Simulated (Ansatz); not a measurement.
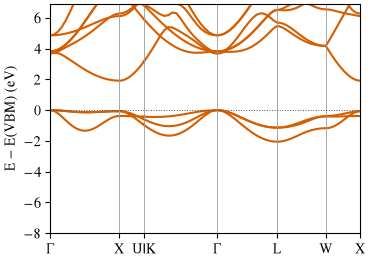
*Band structure from the program Ansatz at the LDA level (PAW)*

**Question.** Read off the gap and where the band edges lie.

**Answer.** About 1.9 eV (1.91 eV by a search for the band edges); maximum at Γ, minimum at X.

The material is BaS (rock salt, Fm-3m).

The LDA relaxation kept the symmetry of its start; phonons on a q-mesh show no instability. Scalar-relativistic: spin–orbit coupling is off unless named, which matters more the heavier the elements.

Potentials: the later of the program's two PAW sets.
